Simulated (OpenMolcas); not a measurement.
## SiF3 (charge −1): excited-state calculation (part 3 of 3)

The same run, continued: SiF3, charge −1; CASPT2/ANO-S-VDZP (OpenMolcas 26.06). The geometry comes from this level: GFN2-xTB.

Geometry of the input (Å):
```
Si -0.0045  0.0058  0.6851
F  1.4283  -0.0310  -0.2170
F  -0.6873  1.2503  -0.2428
F  -0.7365  -1.2251  -0.2253
```

### Log, continued
```
-----------------------------------------------------------------------------------------------------------------------------
  IT.      VJTU        VJTI        ATVX        AIVX        VJAI        BVAT        BJAT        BJAI        TOTAL       RNORM
-----------------------------------------------------------------------------------------------------------------------------
   1    -0.004279   -0.001960   -0.015764   -0.083027   -0.025094   -0.084177   -0.057565   -0.305125   -0.576990    0.025826
   2    -0.004434   -0.002045   -0.016058   -0.084851   -0.025411   -0.084787   -0.057950   -0.306198   -0.581735    0.004457
   3    -0.004448   -0.002045   -0.016091   -0.084875   -0.025358   -0.084803   -0.057894   -0.306108   -0.581623    0.000988
   4    -0.004449   -0.002045   -0.016088   -0.084840   -0.025348   -0.084795   -0.057879   -0.306060   -0.581503    0.000183
   5    -0.004449   -0.002045   -0.016087   -0.084839   -0.025349   -0.084794   -0.057881   -0.306060   -0.581504    0.000040
   6    -0.004449   -0.002045   -0.016087   -0.084840   -0.025349   -0.084795   -0.057882   -0.306062   -0.581508    0.000008
   7    -0.004449   -0.002045   -0.016087   -0.084840   -0.025349   -0.084795   -0.057882   -0.306062   -0.581508    0.000002
-----------------------------------------------------------------------------------------------------------------------------

  FINAL CASPT2 RESULT:

      Reference energy:        -587.6252464036
      E2 (Non-variational):      -0.5815078016
      Shift correction:          -0.0005438713
      E2 (Variational):          -0.5820516729
      Total energy:            -588.2072980765
      Residual norm:              0.0000003535
      Reference weight:           0.86970

      Contributions to the CASPT2 correlation energy
      Active & Virtual Only:         -0.1008815433
      One Inactive Excited:          -0.1471703222
      Two Inactive Excited:          -0.3334559361

++ Denominators, etc.
--------------------------------------------------------------------------------------------------------------
 Report on small energy denominators, large coefficients, and large energy contributions.
CASE  SYMM ACTIVE-MIX  NON-ACTIVE INDICES          DENOMINATOR     RHS VALUE       COEFFICIENT     CONTRIBUTION
ATVX     1  Mu1.0001  Se1.029                       0.51288493      0.03481715     -0.05962493     -0.00207597
ATVX     1  Mu1.0004  Se1.030                       0.98128831      0.02601240     -0.02552909     -0.00066407
ATVX     1  Mu1.0004  Se1.032                       1.21009132     -0.03433443      0.02776539     -0.00095331
BVATP    1  Mu1.0001  Se1.029 Se1.029               1.23574377      0.03631170     -0.02744189     -0.00099646
BVATP    1  Mu1.0001  Se1.030 Se1.030               1.34406190      0.05861951     -0.04475420     -0.00262347
BJAIP    1  Se1.039 In1.014 Se1.040 In1.015         3.39453233     -0.08883380      0.02661517     -0.00236433
BJAIP    1  Se1.039 In1.014 Se1.041 In1.015         3.42684313     -0.09747155      0.02933124     -0.00285896
--

   (Skipping property calculation,
    use PROP keyword to activate)
--

++ CASPT2 computation for group   2

********************************************************************************
 Multi-State initialization phase begins for group   2
--------------------------------------------------------------------------------
********************************************************************************
 Compute H0 matrices for state    2
--------------------------------------------------------------------------------
--------------------------------------------------------------------------------
 H0 matrices have been computed.

********************************************************************************
  CASPT2 EQUATION SOLUTION
--------------------------------------------------------------------------------

  Total nr of CASPT2 parameters:
   Before reduction:      422300
   After  reduction:      421476

 Variance of |WF0>:       2.8861089499

 The contributions to the second order correlation energy in atomic units.
-----------------------------------------------------------------------------------------------------------------------------
  IT.      VJTU        VJTI        ATVX        AIVX        VJAI        BVAT        BJAT        BJAI        TOTAL       RNORM
-----------------------------------------------------------------------------------------------------------------------------
   1    -0.004321   -0.002580   -0.021683   -0.087465   -0.029768   -0.075454   -0.054868   -0.304487   -0.580627    0.028880
   2    -0.004543   -0.002700   -0.022150   -0.089586   -0.030157   -0.076005   -0.055307   -0.305612   -0.586060    0.005736
   3    -0.004567   -0.002699   -0.022187   -0.089603   -0.030071   -0.076013   -0.055230   -0.305465   -0.585836    0.001493
   4    -0.004569   -0.002698   -0.022180   -0.089532   -0.030054   -0.076008   -0.055209   -0.305394   -0.585645    0.000370
   5    -0.004568   -0.002698   -0.022180   -0.089532   -0.030057   -0.076009   -0.055216   -0.305401   -0.585661    0.000106
   6    -0.004568   -0.002698   -0.022180   -0.089534   -0.030058   -0.076011   -0.055217   -0.305406   -0.585672    0.000027
   7    -0.004568   -0.002698   -0.022180   -0.089534   -0.030058   -0.076011   -0.055216   -0.305406   -0.585670    0.000007
   8    -0.004568   -0.002698   -0.022180   -0.089534   -0.030058   -0.076011   -0.055216   -0.305406   -0.585670    0.000002
-----------------------------------------------------------------------------------------------------------------------------

  FINAL CASPT2 RESULT:

      Reference energy:        -587.4115173982
      E2 (Non-variational):      -0.5856698536
      Shift correction:          -0.0009503295
      E2 (Variational):          -0.5866201831
      Total energy:            -587.9981375813
      Residual norm:              0.0000004980
      Reference weight:           0.85678

      Contributions to the CASPT2 correlation energy
      Active & Virtual Only:         -0.0981906264
      One Inactive Excited:          -0.1493178804
      Two Inactive Excited:          -0.3381613468

++ Denominators, etc.
--------------------------------------------------------------------------------------------------------------
 Report on small energy denominators, large coefficients, and large energy contributions.
CASE  SYMM ACTIVE-MIX  NON-ACTIVE INDICES          DENOMINATOR     RHS VALUE       COEFFICIENT     CONTRIBUTION
VJTU     1  Mu1.0001  In1.013                       0.28137180      0.00120794     -0.00428879     -0.00000518
VJTU     1  Mu1.0001  In1.014                       0.27759911      0.00004432      0.00034132      0.00000002
VJTU     1  Mu1.0001  In1.015                       0.24883788      0.00036213     -0.00061021     -0.00000022
VJTU     1  Mu1.0001  In1.016                       0.23050838     -0.00027826      0.00160200     -0.00000045
ATVX     1  Mu1.0001  Se1.027                       0.01257633     -0.00074850      0.00099835     -0.00000075
ATVX     1  Mu1.0002  Se1.027                       0.27668632      0.01280769     -0.03857484     -0.00049405
ATVX     1  Mu1.0001  Se1.028                       0.02032717     -0.00048586      0.00101894     -0.00000050
ATVX     1  Mu1.0002  Se1.028                       0.28443716      0.01062687     -0.03161930     -0.00033601
ATVX     1  Mu1.0001  Se1.029                       0.15456053      0.00046841     -0.00188866     -0.00000088
ATVX     1  Mu1.0002  Se1.029                       0.41867052     -0.05174110      0.11471186     -0.00593532
ATVX     1  Mu1.0001  Se1.030                       0.17228906     -0.00208507      0.01195965     -0.00002494
ATVX     1  Mu1.0002  Se1.036                       0.82381153     -0.02597972      0.03130821     -0.00081338
--

   (Skipping property calculation,
    use PROP keyword to activate)
--

  Total CASPT2 energies:
::    CASPT2 Root  1     Total energy:   -588.20729808
::    CASPT2 Root  2     Total energy:   -587.99813758

++ Multi-State CASPT2 section:
********************************************************************************
  MULTI-STATE CASPT2 SECTION
--------------------------------------------------------------------------------

  Output diagonal energies have been shifted. Add    588.00000000000000

  Effective Hamiltonian matrix (Symmetric):

                1               2
   1     -1176.20729808
   2        -0.00261821  -1175.99813758

       Total MS-CASPT2 energies:
::    MS-CASPT2 Root  1     Total energy:   -588.20733085
::    MS-CASPT2 Root  2     Total energy:   -587.99810481

       Eigenvectors:
            0.99992169     -0.01251476
            0.01251476      0.99992169

--

  THE ORIGINAL CI ARRAYS ARE NOW MIXED AS LINEAR
  COMBINATIONS, GIVEN BY THE EIGENVECTORS.
  A NEW JOBIPH FILE NAMED 'JOBMIX' IS PREPARED.
********************************************************************************

++ Mixed CI coefficients:
  The CI coefficients for the MIXED state nr.   1
--------------------------------------------------------------------------------
 CI COEFFICIENTS LARGER THAN  5.00E-02
  Occupation of active orbitals, and spin coupling
  of open shells. (u,d: Spin up or down).
  SGUGA info is (Midvert:IsyUp:UpperWalk/LowerWalk)
        Conf  SGUGA info        Occupation     Coefficient         Weight
           1  ( 1:1:   1/   1)   2222200000      -0.977764       0.956022
         116  ( 3:1:  15/   6)   2220200002       0.053668       0.002880
         216  ( 3:1:  10/  13)   2022200020       0.050467       0.002547

  The CI coefficients for the MIXED state nr.   2
--------------------------------------------------------------------------------
 CI COEFFICIENTS LARGER THAN  5.00E-02
  Occupation of active orbitals, and spin coupling
  of open shells. (u,d: Spin up or down).
  SGUGA info is (Midvert:IsyUp:UpperWalk/LowerWalk)
        Conf  SGUGA info        Occupation     Coefficient         Weight
           4  ( 2:1:   3/   1)   2222u00d00       0.976303       0.953167
         550  ( 5:1:  39/   5)   2220u00d02      -0.053450       0.002857
         811  ( 5:1:  20/  12)   2022u00d20      -0.050117       0.002512
         877  ( 5:1:   6/  14)   0222u02d00       0.050425       0.002543

--

--- Stop Module: caspt2 /rc=_RC_ALL_IS_WELL_ ---
--- Module caspt2 spent 17 seconds ---

--- Start Module: rassi ---

                                               &RASSI

                       available to each process: 1.9 GB of memory, 1 thread

      ********************************************************************************
      *                             General data section                             *
      ********************************************************************************

   Specific data for JOBIPH file JOBMIX
   -------------------------------------

   Header from SEWARD:

   CASSCF title (first line only):
       (No title given)

  STATE IRREP:                1
  SPIN MULTIPLICITY:          1
  ACTIVE ELECTRONS:          10
  MAX RAS1 HOLES:             0
  MAX RAS3 ELECTRONS:         0
  NR OF CONFIG:           19404
 ###############################################################################
 ###    WARNING: EJOB used when HEFF is available, possible                  ###
 ###    extra interaction between states is ignored!                         ###
 ###############################################################################

   The following data are common to all the states:
   ------------------------------------------------
   (note: frozen counts as inactive, deleted as secondary)

      Nr of irreps: 1

                 Total     No./Irrep
      Irrep                  1
                             a

      INACTIVE      16      16
      ACTIVE        10      10
      SECONDARY     34      34
      BASIS         60      60

      RAS1           0       0
      RAS2          10      10
      RAS3           0       0

        MATRIX ELEMENTS WILL BE COMPUTED FOR THE FOLLOWING ONE-ELECTRON OPERATORS, UNLESS ZERO BY SYMMETRY.
   (Herm=Hermitian, Anti=Antihermitian, Sing=Singlet operator, Trip=Triplet operator)
     MLTPL  0   1 (HERMSING)     MLTPL  1   1 (HERMSING)     MLTPL  1   2 (HERMSING)
     MLTPL  1   3 (HERMSING)     MLTPL  2   1 (HERMSING)     MLTPL  2   2 (HERMSING)
     MLTPL  2   3 (HERMSING)     MLTPL  2   4 (HERMSING)     MLTPL  2   5 (HERMSING)
     MLTPL  2   6 (HERMSING)     VELOCITY   1 (ANTISING)     VELOCITY   2 (ANTISING)
     VELOCITY   3 (ANTISING)     ANGMOM     1 (ANTISING)     ANGMOM     2 (ANTISING)
     ANGMOM     3 (ANTISING)     MLTPV  2   1 (ANTISING)     MLTPV  2   2 (ANTISING)
     MLTPV  2   3 (ANTISING)     MLTPV  2   4 (ANTISING)     MLTPV  2   5 (ANTISING)
     MLTPV  2   6 (ANTISING)

       EIGENSTATES OF A SPIN-FREE HAMILTONIAN WILL BE COMPUTED BASED ON:

  a Hamiltonian matrix assumed to be diagonal with energies read from the wavefunction file(s).

  Nr of states:                    2

   State:        1   2
  JobIph:        1   1
 Root nr:        1   2

  HAMILTONIAN MATRIX FOR THE ORIGINAL STATES:

  Diagonal, with energies
   -588.20733085   -587.99810481

      OVERLAP MATRIX FOR THE ORIGINAL STATES:

  Diagonal, with elements
      1.00000000      1.00000000

::    RASSI State    1     Total energy:    -588.20733084529843
::    RASSI State    2     Total energy:    -587.99810481244731

      ****************************************************************************************************
      *                                         Spin-free section                                        *
      *                 Note: index according to input order, order according to energy.                 *
      ****************************************************************************************************

  SPIN-FREE ENERGIES:
  (Shifted by EMIN (a.u.) =       -588.2073308453)

 SF State       Relative EMIN(au)   Rel lowest level(eV)    D:o, cm**(-1)

     1             0.0000000000        0.0000000000              0.0000
     2             0.2092260329        5.6933303926          45919.8064

++ Dipole transition strengths (spin-free states):
   -----------------------------------------------
     for osc. strength at least  1.00000000E-05

      From   To        Osc. strength     Einstein coefficients Ax, Ay, Az (sec-1)    Total A (sec-1)
     -----------------------------------------------------------------------------------------------
         1    2       2.75615195E-01  3.86895419E+08  1.93865985E+05  5.65795914E+05  3.87655081E+08
     -----------------------------------------------------------------------------------------------
--

++ Velocity transition strengths (spin-free states):
   -------------------------------------------------
     for osc. strength at least  1.00000000E-05

      From   To        Osc. strength     Einstein coefficients Ax, Ay, Az (sec-1)    Total A (sec-1)
     -----------------------------------------------------------------------------------------------
         1    2       4.06538526E-01  5.69931301E+08  4.67128710E+05  1.40141284E+06  5.71799843E+08
     -----------------------------------------------------------------------------------------------
--

++ Length and velocity gauge comparison (spin-free states):
   --------------------------------------------------------

 --------------------------------------------------
 A comparison between the dipole oscillator strengths in
 length and velocity gauge will be performed

     All dipole oscillator differences above the tolerance of   1.00000000E-01  will be printed

 Due to basis set deficiency these oscillator may be problematic

 The tolerance is defined as ABS(1-O_l/O_v)
 O_l : dipole oscillator strength in length gauge
 O_p : dipole oscillator strength in velocity gauge
 --------------------------------------------------

  Problematic transitions have been found

      From   To       Difference (%) Osc. st. (len.) Osc. st. (vel.)
     ---------------------------------------------------------------
         1    2            32.204409  2.75615195E-01  4.06538526E-01
     ---------------------------------------------------------------

 Number of problematic transitions =                     1

--

 Electric-dipole - electric-octupole not included
 Electric-dipole - magnetic-quadrupole not included

      ****************************************************************************************************
      *                                    Special properties section                                    *
      ****************************************************************************************************

--- Stop Module: rassi /rc=_RC_ALL_IS_WELL_ ---

.##################.
.# Happy landing! #.
.##################.

    Timing: Wall=23.34 User=22.46 System=0.78
```

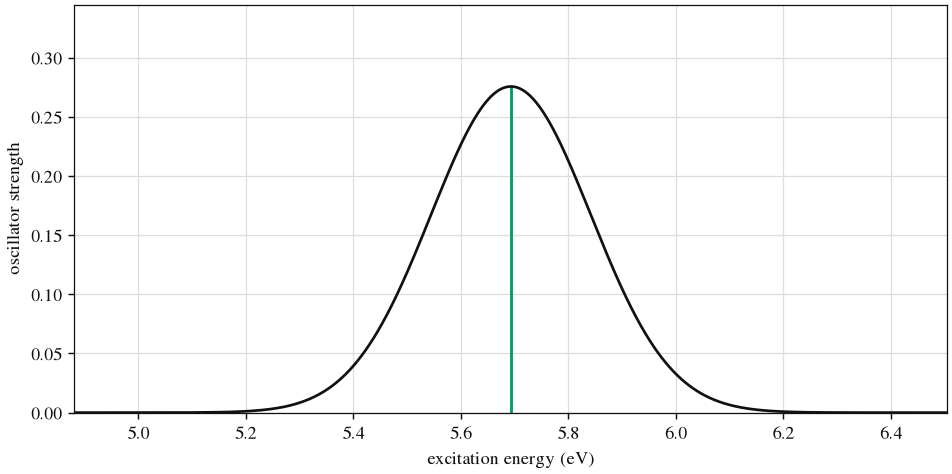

Computed excitations as sticks (degenerate states added up, dark ones marked on the axis), with a Gaussian envelope of 0.35 eV full width at half maximum, scaled to the tallest. Of the 1 states the lowest lies at 5.69 eV (f = 0.276); the strongest line is at 5.69 eV, or 218 nm (f = 0.276).

### Results in brief

```tsv
quantity	value
outcome	converged
total energy	−588.207331 hartree
CASSCF energy	−587.625246 hartree
basis functions	60
lowest singlet excitation	5.69 eV
wall time	24 s
peak memory	0.084 GiB
```
